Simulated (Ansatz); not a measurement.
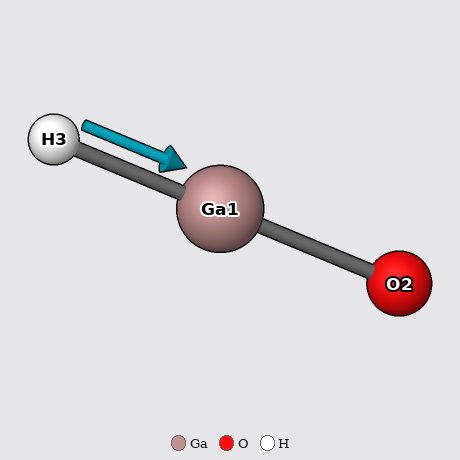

The arrows show one normal mode. Harmonic vibrations computed with RKS PBE0-D4/def2-TZVP (Ansatz 0.2.0) at a stationary point of the same level.

What kind of motion is it?

Mostly Ga–H stretching.

Estimate its harmonic wavenumber.

2111 cm⁻¹; it is mode 4 of 4 counted from the lowest.
